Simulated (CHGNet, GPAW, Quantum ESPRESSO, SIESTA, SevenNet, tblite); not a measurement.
# Which run comes nearest? Random packing of S (91 atoms)

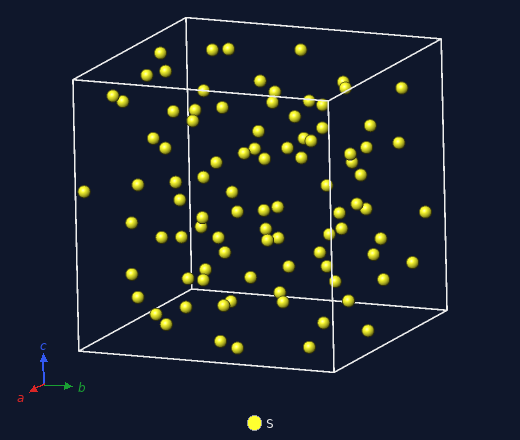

The cell (sulfur yellow). Bonds to atoms that aren't drawn are left out. Some periodic images of atoms are drawn too.

Density of this cell: 1.79 g/cm³. The cell holds 91 atoms: 91 S. Its edges and angles: a = 13.938 Å, b = 13.938 Å, c = 13.938 Å, α = 90.0°, β = 90.0°, γ = 90.0°. 91 atoms (91 S) packed at random in a cube at 1.79 g/cm³ and pushed apart as soft spheres; a start for melting by ab initio MD, not an equilibrated structure. Then every atom was moved at random, 0.05 Å r.m.s. a Cartesian component.

Geometry: as built.

The reference, a calculation:

| Item | Value |
| --- | --- |
| method | Kohn-Sham DFT, PBE, SSSP efficiency 1.3.0 pseudopotentials, plane waves (Quantum ESPRESSO 7.5); sssp-pbe-1.3.0-efficiency, cutoffs 45/360 Ry, Γ point |
| r.m.s. force component | 0.9532 eV/Å |
| longest force | 3.225 eV/Å |
| pressure | -9.732 GPa |
| time | 21 min on 4 MPI ranks of Arm Neoverse V1, shared host |
| CPU time | 85 min |

Runs, in no order:
A. GPAW PBE, LCAO dzp, h 0.28 Å: Kohn-Sham DFT, PBE, PAW, atomic orbitals (dzp)
B. SIESTA PBE, DZ, shift 0.01 Ry, mesh 300 Ry: Kohn-Sham DFT, PBE, PseudoDojo 0.4.1 norm-conserving pseudopotentials (converted to PSML), numerical atomic orbitals (DZ), diagonalisation
C. SIESTA PBE, TZP, shift 0.01 Ry, mesh 300 Ry: Kohn-Sham DFT, PBE, PseudoDojo 0.4.1 norm-conserving pseudopotentials (converted to PSML), numerical atomic orbitals (TZP), diagonalisation
D. tblite GFN2-xTB: GFN2-xTB tight binding, diagonalisation

Q: Order them from the smallest to the largest r.m.s. force difference.

C, A, D, B.

| run | Δ force, r.m.s. (meV/Å) | share of r.m.s. force (%) | CPU time |
| --- | --- | --- | --- |
| C. SIESTA PBE, TZP, shift 0.01 Ry, mesh 300 Ry | 79.1 | 8.29 | 12 min |
| A. GPAW PBE, LCAO dzp, h 0.28 Å | 111 | 11.6 | 2.9 min |
| D. tblite GFN2-xTB | 283 | 29.7 | 21 s |
| B. SIESTA PBE, DZ, shift 0.01 Ry, mesh 300 Ry | 491 | 51.5 | 4.6 min |

Periodic xTB results under one method name differ between programs and library versions. The electronic-structure runs sample only Γ, in a cell whose shortest periodic width is 14 Å, which is coarse for a cell with partly filled levels.

[Hosts, paths, dates, database ids (printed as entryN), source tags and the programs' standing remarks are cut or masked in the printed files.]
